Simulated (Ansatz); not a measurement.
**Molecular dynamics of C₂H₁₁BSi (part 1 of 4)**

System: C₂H₁₁BSi.
Method: UKS PBE0/6-31G (Ansatz 0.2.0).

It belongs to a series of runs on one base structure; here: dynamics from the start.

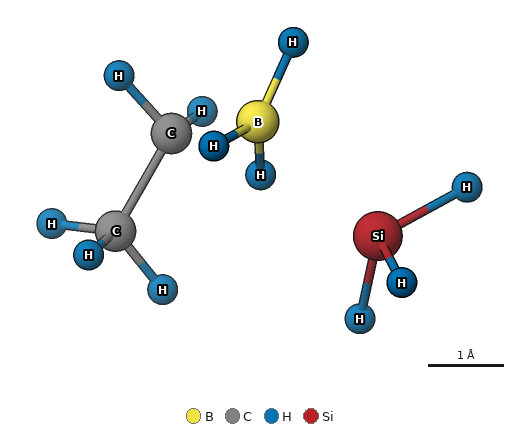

*The input geometry (ball-and-stick view, seen at a tilt).*

### Input
```yaml
crystal:
  periodic: [false, false, false]
  atoms:
    - { symbol: B, position_ang: [0.4271, 0.2888, 1.1859] }
    - { symbol: C, position_ang: [0.4705, -1.1869, 0.0598] }
    - { symbol: C, position_ang: [0.7982, -0.9178, -1.4049] }
    - { symbol: H, position_ang: [0.1764, -0.0987, 2.2673] }
    - { symbol: H, position_ang: [1.4177, 0.8908, 0.9944] }
    - { symbol: H, position_ang: [-0.2965, -0.0282, 0.2572] }
    - { symbol: Si, position_ang: [-1.3244, 1.5326, 0.4343] }
    - { symbol: H, position_ang: [1.3127, -1.7093, 0.5153] }
    - { symbol: H, position_ang: [-0.3892, -1.8567, 0.147] }
    - { symbol: H, position_ang: [-0.0591, -0.5048, -1.937] }
    - { symbol: H, position_ang: [1.0991, -1.8342, -1.9125] }
    - { symbol: H, position_ang: [1.618, -0.2048, -1.4873] }
    - { symbol: H, position_ang: [-1.8554, 1.3389, -0.9274] }
    - { symbol: H, position_ang: [-0.914, 2.9336, 0.4913] }
    - { symbol: H, position_ang: [-2.4812, 1.3569, 1.3166] }
magnetization:
  spin_polarized: true
basis:
  gaussian: { orbitals: "6-31G" }
hamiltonian:
  xc: pbe0
md:
  timestep: 0.5
  n_steps: 150
  ensemble: nve
  temperature: 1000.0
  initial_velocities: maxwell_boltzmann
  seed: 147650
```

Machine: 1 thread of Arm Neoverse V1, 24 GiB of memory available, shared host.

Launched with:
```bash
ansatz run input.yaml --threads 1 --pin off --max-ram 2048MiB --backend cpu --events-out ev --progress --plain --runs-dir out
```

### Log
```
Engine: ansatz 0.2.0, aarch64-unknown-linux-gnu
Functional definition: PBE0
  parameter a = 0.25
  parameter kappa = 0.804
  parameter beta = 0.06672455060314922
  exchange = (1 - a)*pbe_x(kappa = kappa, mu = beta*pi^2/3) + a*exact_x
  correlation = pbe_c(beta = beta)
932 factors; integrals over basis functions are off by at most 1.7e-4 eV
mean field evaluation 1: about -10792.1483 eV, gradient 2.6e1 eV
mean field evaluation 2: about -10791.1614 eV, gradient 2.9e1 eV
mean field evaluation 4: about -10795.8456 eV, gradient 1.1e0 eV
mean field evaluation 8: about -10795.8482 eV, gradient 9.2e-3 eV
mean field -10795.84824527 eV, -396.7401053249 hartree, gradient 8.4e-6 eV, S^2 0.000000; 0 other end points of the search recorded, 0 dependent functions left out
the calculation of the forces begins
reference -10795.84826976 eV, -396.7401062250 hartree; 21, 21 occupied and 41, 41 virtual orbitals, 932 factors
md step     0: t =     0.00 fs  T =  1000.0 K  F+E_penalty+E_count = -10795.84824527 eV  E_kin = 1.680380 eV  conserved = -10794.16786528 eV  (26 SCF iters)
these checks for a lower state are left out or cut short: starts, cluster_reference, orbital_swaps, neighbouring_geometries, increment
932 factors; integrals over basis functions are off by at most 1.7e-4 eV
mean field evaluation 16: about -10795.8628 eV, gradient 7.9e-3 eV
mean field -10795.85810489 eV, -396.7404676594 hartree, gradient 3.4e-5 eV, S^2 0.000000; 0 other end points of the search recorded, 0 dependent functions left out
the calculation of the forces begins
reference -10795.85812951 eV, -396.7404685639 hartree; 21, 21 occupied and 41, 41 virtual orbitals, 932 factors
md step     1: t =     0.50 fs  T =  1005.8 K  F+E_penalty+E_count = -10795.85810489 eV  E_kin = 1.690136 eV  conserved = -10794.16796900 eV  (25 SCF iters)
[... from here on the SCF iterations and repeated set-up lines of each step are left out, up to the last step ...]
md step     2: t =     1.00 fs  T =   982.1 K  F+E_penalty+E_count = -10795.81782312 eV  E_kin = 1.650377 eV  conserved = -10794.16744582 eV  (24 SCF iters)
md step     3: t =     1.50 fs  T =   933.3 K  F+E_penalty+E_count = -10795.73475023 eV  E_kin = 1.568218 eV  conserved = -10794.16653198 eV  (25 SCF iters)
md step     4: t =     2.00 fs  T =   867.1 K  F+E_penalty+E_count = -10795.62248805 eV  E_kin = 1.456980 eV  conserved = -10794.16550832 eV  (25 SCF iters)
md step     5: t =     2.50 fs  T =   792.7 K  F+E_penalty+E_count = -10795.49659907 eV  E_kin = 1.332002 eV  conserved = -10794.16459684 eV  (26 SCF iters)
md step     6: t =     3.00 fs  T =   718.4 K  F+E_penalty+E_count = -10795.37114367 eV  E_kin = 1.207239 eV  conserved = -10794.16390432 eV  (25 SCF iters)
md step     7: t =     3.50 fs  T =   650.7 K  F+E_penalty+E_count = -10795.25692906 eV  E_kin = 1.093498 eV  conserved = -10794.16343141 eV  (26 SCF iters)
md step     8: t =     4.00 fs  T =   594.1 K  F+E_penalty+E_count = -10795.16137174 eV  E_kin = 0.998244 eV  conserved = -10794.16312742 eV  (26 SCF iters)
md step     9: t =     4.50 fs  T =   551.2 K  F+E_penalty+E_count = -10795.08918880 eV  E_kin = 0.926241 eV  conserved = -10794.16294731 eV  (26 SCF iters)
md step    10: t =     5.00 fs  T =   523.8 K  F+E_penalty+E_count = -10795.04309955 eV  E_kin = 0.880228 eV  conserved = -10794.16287107 eV  (26 SCF iters)
md step    11: t =     5.50 fs  T =   512.5 K  F+E_penalty+E_count = -10795.02417484 eV  E_kin = 0.861275 eV  conserved = -10794.16289998 eV  (26 SCF iters)
md step    12: t =     6.00 fs  T =   517.1 K  F+E_penalty+E_count = -10795.03188055 eV  E_kin = 0.868841 eV  conserved = -10794.16303940 eV  (25 SCF iters)
md step    13: t =     6.50 fs  T =   536.0 K  F+E_penalty+E_count = -10795.06404992 eV  E_kin = 0.900765 eV  conserved = -10794.16328526 eV  (26 SCF iters)
md step    14: t =     7.00 fs  T =   567.4 K  F+E_penalty+E_count = -10795.11698383 eV  E_kin = 0.953366 eV  conserved = -10794.16361806 eV  (26 SCF iters)
md step    15: t =     7.50 fs  T =   608.1 K  F+E_penalty+E_count = -10795.18579093 eV  E_kin = 1.021794 eV  conserved = -10794.16399686 eV  (26 SCF iters)
md step    16: t =     8.00 fs  T =   655.0 K  F+E_penalty+E_count = -10795.26503779 eV  E_kin = 1.100676 eV  conserved = -10794.16436131 eV  (26 SCF iters)
md step    17: t =     8.50 fs  T =   705.2 K  F+E_penalty+E_count = -10795.34966992 eV  E_kin = 1.185021 eV  conserved = -10794.16464901 eV  (25 SCF iters)
md step    18: t =     9.00 fs  T =   756.4 K  F+E_penalty+E_count = -10795.43591214 eV  E_kin = 1.271073 eV  conserved = -10794.16483958 eV  (24 SCF iters)
md step    19: t =     9.50 fs  T =   807.3 K  F+E_penalty+E_count = -10795.52152695 eV  E_kin = 1.356532 eV  conserved = -10794.16499495 eV  (25 SCF iters)
md step    20: t =    10.00 fs  T =   856.7 K  F+E_penalty+E_count = -10795.60486445 eV  E_kin = 1.439610 eV  conserved = -10794.16525405 eV  (26 SCF iters)
md step    21: t =    10.50 fs  T =   902.9 K  F+E_penalty+E_count = -10795.68287745 eV  E_kin = 1.517138 eV  conserved = -10794.16573954 eV  (25 SCF iters)
md step    22: t =    11.00 fs  T =   942.1 K  F+E_penalty+E_count = -10795.74943747 eV  E_kin = 1.583005 eV  conserved = -10794.16643243 eV  (24 SCF iters)
md step    23: t =    11.50 fs  T =   969.2 K  F+E_penalty+E_count = -10795.79569163 eV  E_kin = 1.628567 eV  conserved = -10794.16712498 eV  (24 SCF iters)
md step    24: t =    12.00 fs  T =   979.3 K  F+E_penalty+E_count = -10795.81312176 eV  E_kin = 1.645628 eV  conserved = -10794.16749342 eV  (24 SCF iters)
md step    25: t =    12.50 fs  T =   970.6 K  F+E_penalty+E_count = -10795.79820764 eV  E_kin = 1.630948 eV  conserved = -10794.16725973 eV  (24 SCF iters)
md step    26: t =    13.00 fs  T =   946.2 K  F+E_penalty+E_count = -10795.75628789 eV  E_kin = 1.589908 eV  conserved = -10794.16638012 eV  (25 SCF iters)
md step    27: t =    13.50 fs  T =   914.5 K  F+E_penalty+E_count = -10795.70190972 eV  E_kin = 1.536755 eV  conserved = -10794.16515463 eV  (24 SCF iters)
md step    28: t =    14.00 fs  T =   886.7 K  F+E_penalty+E_count = -10795.65415480 eV  E_kin = 1.490008 eV  conserved = -10794.16414659 eV  (24 SCF iters)
md step    29: t =    14.50 fs  T =   871.5 K  F+E_penalty+E_count = -10795.62829736 eV  E_kin = 1.464434 eV  conserved = -10794.16386302 eV  (24 SCF iters)
md step    30: t =    15.00 fs  T =   871.3 K  F+E_penalty+E_count = -10795.62847691 eV  E_kin = 1.464085 eV  conserved = -10794.16439227 eV  (25 SCF iters)
md step    31: t =    15.50 fs  T =   881.4 K  F+E_penalty+E_count = -10795.64643702 eV  E_kin = 1.481086 eV  conserved = -10794.16535142 eV  (25 SCF iters)
md step    32: t =    16.00 fs  T =   893.2 K  F+E_penalty+E_count = -10795.66709104 eV  E_kin = 1.500900 eV  conserved = -10794.16619072 eV  (24 SCF iters)
md step    33: t =    16.50 fs  T =   898.7 K  F+E_penalty+E_count = -10795.67668814 eV  E_kin = 1.510144 eV  conserved = -10794.16654376 eV  (25 SCF iters)
md step    34: t =    17.00 fs  T =   894.0 K  F+E_penalty+E_count = -10795.66853689 eV  E_kin = 1.502186 eV  conserved = -10794.16635128 eV  (24 SCF iters)
md step    35: t =    17.50 fs  T =   879.9 K  F+E_penalty+E_count = -10795.64426376 eV  E_kin = 1.478488 eV  conserved = -10794.16577623 eV  (24 SCF iters)
md step    36: t =    18.00 fs  T =   860.8 K  F+E_penalty+E_count = -10795.61160028 eV  E_kin = 1.446531 eV  conserved = -10794.16506937 eV  (25 SCF iters)
md step    37: t =    18.50 fs  T =   842.8 K  F+E_penalty+E_count = -10795.58063616 eV  E_kin = 1.416162 eV  conserved = -10794.16447441 eV  (24 SCF iters)
md step    38: t =    19.00 fs  T =   830.7 K  F+E_penalty+E_count = -10795.56004558 eV  E_kin = 1.395869 eV  conserved = -10794.16417637 eV  (25 SCF iters)
md step    39: t =    19.50 fs  T =   827.2 K  F+E_penalty+E_count = -10795.55422898 eV  E_kin = 1.389976 eV  conserved = -10794.16425271 eV  (24 SCF iters)
md step    40: t =    20.00 fs  T =   831.6 K  F+E_penalty+E_count = -10795.56212698 eV  E_kin = 1.397487 eV  conserved = -10794.16464040 eV  (25 SCF iters)
md step    41: t =    20.50 fs  T =   840.9 K  F+E_penalty+E_count = -10795.57819987 eV  E_kin = 1.413063 eV  conserved = -10794.16513700 eV  (25 SCF iters)
md step    42: t =    21.00 fs  T =   851.0 K  F+E_penalty+E_count = -10795.59547003 eV  E_kin = 1.430005 eV  conserved = -10794.16546510 eV  (27 SCF iters)
md step    43: t =    21.50 fs  T =   859.5 K  F+E_penalty+E_count = -10795.60961109 eV  E_kin = 1.444218 eV  conserved = -10794.16539345 eV  (25 SCF iters)
md step    44: t =    22.00 fs  T =   867.3 K  F+E_penalty+E_count = -10795.62224336 eV  E_kin = 1.457366 eV  conserved = -10794.16487763 eV  (24 SCF iters)
md step    45: t =    22.50 fs  T =   879.1 K  F+E_penalty+E_count = -10795.64137653 eV  E_kin = 1.477235 eV  conserved = -10794.16414120 eV  (24 SCF iters)
md step    46: t =    23.00 fs  T =   901.2 K  F+E_penalty+E_count = -10795.67791413 eV  E_kin = 1.514310 eV  conserved = -10794.16360410 eV  (25 SCF iters)
md step    47: t =    23.50 fs  T =   937.7 K  F+E_penalty+E_count = -10795.73938975 eV  E_kin = 1.575743 eV  conserved = -10794.16364709 eV  (24 SCF iters)
md step    48: t =    24.00 fs  T =   987.9 K  F+E_penalty+E_count = -10795.82440415 eV  E_kin = 1.660046 eV  conserved = -10794.16435819 eV  (25 SCF iters)
md step    49: t =    24.50 fs  T =  1045.0 K  F+E_penalty+E_count = -10795.92139615 eV  E_kin = 1.755926 eV  conserved = -10794.16547031 eV  (26 SCF iters)
md step    50: t =    25.00 fs  T =  1098.6 K  F+E_penalty+E_count = -10796.01263355 eV  E_kin = 1.846095 eV  conserved = -10794.16653841 eV  (25 SCF iters)
md step    51: t =    25.50 fs  T =  1138.9 K  F+E_penalty+E_count = -10796.08091079 eV  E_kin = 1.913725 eV  conserved = -10794.16718584 eV  (24 SCF iters)
md step    52: t =    26.00 fs  T =  1159.3 K  F+E_penalty+E_count = -10796.11533264 eV  E_kin = 1.948082 eV  conserved = -10794.16725028 eV  (24 SCF iters)
md step    53: t =    26.50 fs  T =  1158.8 K  F+E_penalty+E_count = -10796.11395731 eV  E_kin = 1.947170 eV  conserved = -10794.16678691 eV  (24 SCF iters)
md step    54: t =    27.00 fs  T =  1140.9 K  F+E_penalty+E_count = -10796.08313216 eV  E_kin = 1.917143 eV  conserved = -10794.16598944 eV  (24 SCF iters)
md step    55: t =    27.50 fs  T =  1112.6 K  F+E_penalty+E_count = -10796.03461407 eV  E_kin = 1.869512 eV  conserved = -10794.16510172 eV  (24 SCF iters)
md step    56: t =    28.00 fs  T =  1081.6 K  F+E_penalty+E_count = -10795.98184533 eV  E_kin = 1.817503 eV  conserved = -10794.16434191 eV  (25 SCF iters)
md step    57: t =    28.50 fs  T =  1054.9 K  F+E_penalty+E_count = -10795.93655320 eV  E_kin = 1.772701 eV  conserved = -10794.16385262 eV  (24 SCF iters)
md step    58: t =    29.00 fs  T =  1037.1 K  F+E_penalty+E_count = -10795.90645388 eV  E_kin = 1.742771 eV  conserved = -10794.16368298 eV  (24 SCF iters)
md step    59: t =    29.50 fs  T =  1029.9 K  F+E_penalty+E_count = -10795.89437702 eV  E_kin = 1.730578 eV  conserved = -10794.16379909 eV  (24 SCF iters)
md step    60: t =    30.00 fs  T =  1032.2 K  F+E_penalty+E_count = -10795.89868232 eV  E_kin = 1.734568 eV  conserved = -10794.16411452 eV  (24 SCF iters)
md step    61: t =    30.50 fs  T =  1041.4 K  F+E_penalty+E_count = -10795.91453078 eV  E_kin = 1.750005 eV  conserved = -10794.16452557 eV  (24 SCF iters)
md step    62: t =    31.00 fs  T =  1053.7 K  F+E_penalty+E_count = -10795.93548554 eV  E_kin = 1.770547 eV  conserved = -10794.16493819 eV  (24 SCF iters)
md step    63: t =    31.50 fs  T =  1065.1 K  F+E_penalty+E_count = -10795.95501964 eV  E_kin = 1.789737 eV  conserved = -10794.16528214 eV  (24 SCF iters)
md step    64: t =    32.00 fs  T =  1072.5 K  F+E_penalty+E_count = -10795.96768357 eV  E_kin = 1.802167 eV  conserved = -10794.16551654 eV  (24 SCF iters)
md step    65: t =    32.50 fs  T =  1073.7 K  F+E_penalty+E_count = -10795.96981095 eV  E_kin = 1.804178 eV  conserved = -10794.16563307 eV  (25 SCF iters)
md step    66: t =    33.00 fs  T =  1067.6 K  F+E_penalty+E_count = -10795.95969935 eV  E_kin = 1.794047 eV  conserved = -10794.16565281 eV  (25 SCF iters)
md step    67: t =    33.50 fs  T =  1054.4 K  F+E_penalty+E_count = -10795.93732488 eV  E_kin = 1.771720 eV  conserved = -10794.16560474 eV  (25 SCF iters)
md step    68: t =    34.00 fs  T =  1034.6 K  F+E_penalty+E_count = -10795.90393767 eV  E_kin = 1.738457 eV  conserved = -10794.16548090 eV  (24 SCF iters)
md step    69: t =    34.50 fs  T =  1009.9 K  F+E_penalty+E_count = -10795.86215590 eV  E_kin = 1.696940 eV  conserved = -10794.16521554 eV  (24 SCF iters)
md step    70: t =    35.00 fs  T =   983.2 K  F+E_penalty+E_count = -10795.81685004 eV  E_kin = 1.652120 eV  conserved = -10794.16472969 eV  (24 SCF iters)
md step    71: t =    35.50 fs  T =   959.4 K  F+E_penalty+E_count = -10795.77612035 eV  E_kin = 1.612080 eV  conserved = -10794.16404079 eV  (24 SCF iters)
md step    72: t =    36.00 fs  T =   944.7 K  F+E_penalty+E_count = -10795.75083370 eV  E_kin = 1.587498 eV  conserved = -10794.16333525 eV  (24 SCF iters)
md step    73: t =    36.50 fs  T =   945.5 K  F+E_penalty+E_count = -10795.75176745 eV  E_kin = 1.588864 eV  conserved = -10794.16290365 eV  (25 SCF iters)
md step    74: t =    37.00 fs  T =   965.5 K  F+E_penalty+E_count = -10795.78534365 eV  E_kin = 1.622383 eV  conserved = -10794.16296101 eV  (24 SCF iters)
md step    75: t =    37.50 fs  T =  1003.9 K  F+E_penalty+E_count = -10795.85049129 eV  E_kin = 1.686982 eV  conserved = -10794.16350941 eV  (24 SCF iters)
md step    76: t =    38.00 fs  T =  1055.9 K  F+E_penalty+E_count = -10795.93862038 eV  E_kin = 1.774269 eV  conserved = -10794.16435141 eV  (25 SCF iters)
md step    77: t =    38.50 fs  T =  1113.6 K  F+E_penalty+E_count = -10796.03653317 eV  E_kin = 1.871308 eV  conserved = -10794.16522483 eV  (24 SCF iters)
md step    78: t =    39.00 fs  T =  1169.0 K  F+E_penalty+E_count = -10796.13034879 eV  E_kin = 1.964410 eV  conserved = -10794.16593895 eV  (24 SCF iters)
md step    79: t =    39.50 fs  T =  1215.2 K  F+E_penalty+E_count = -10796.20847326 eV  E_kin = 2.042051 eV  conserved = -10794.16642202 eV  (25 SCF iters)
md step    80: t =    40.00 fs  T =  1247.4 K  F+E_penalty+E_count = -10796.26285411 eV  E_kin = 2.096169 eV  conserved = -10794.16668517 eV  (25 SCF iters)
md step    81: t =    40.50 fs  T =  1262.9 K  F+E_penalty+E_count = -10796.28897486 eV  E_kin = 2.122217 eV  conserved = -10794.16675800 eV  (25 SCF iters)
md step    82: t =    41.00 fs  T =  1260.9 K  F+E_penalty+E_count = -10796.28550082 eV  E_kin = 2.118854 eV  conserved = -10794.16664683 eV  (25 SCF iters)
md step    83: t =    41.50 fs  T =  1242.5 K  F+E_penalty+E_count = -10796.25420064 eV  E_kin = 2.087866 eV  conserved = -10794.16633499 eV  (25 SCF iters)
md step    84: t =    42.00 fs  T =  1210.6 K  F+E_penalty+E_count = -10796.20015626 eV  E_kin = 2.034342 eV  conserved = -10794.16581460 eV  (25 SCF iters)
md step    85: t =    42.50 fs  T =  1170.4 K  F+E_penalty+E_count = -10796.13178292 eV  E_kin = 1.966654 eV  conserved = -10794.16512860 eV  (25 SCF iters)
md step    86: t =    43.00 fs  T =  1128.1 K  F+E_penalty+E_count = -10796.06006669 eV  E_kin = 1.895675 eV  conserved = -10794.16439178 eV  (26 SCF iters)
md step    87: t =    43.50 fs  T =  1090.8 K  F+E_penalty+E_count = -10795.99672192 eV  E_kin = 1.832946 eV  conserved = -10794.16377547 eV  (24 SCF iters)
md step    88: t =    44.00 fs  T =  1064.1 K  F+E_penalty+E_count = -10795.95149674 eV  E_kin = 1.788037 eV  conserved = -10794.16346001 eV  (24 SCF iters)
md step    89: t =    44.50 fs  T =  1050.8 K  F+E_penalty+E_count = -10795.92938819 eV  E_kin = 1.765827 eV  conserved = -10794.16356136 eV  (24 SCF iters)
md step    90: t =    45.00 fs  T =  1050.2 K  F+E_penalty+E_count = -10795.92886684 eV  E_kin = 1.764793 eV  conserved = -10794.16407363 eV  (24 SCF iters)
md step    91: t =    45.50 fs  T =  1057.6 K  F+E_penalty+E_count = -10795.94199469 eV  E_kin = 1.777134 eV  conserved = -10794.16486031 eV  (24 SCF iters)
md step    92: t =    46.00 fs  T =  1065.7 K  F+E_penalty+E_count = -10795.95654871 eV  E_kin = 1.790840 eV  conserved = -10794.16570863 eV  (24 SCF iters)
```
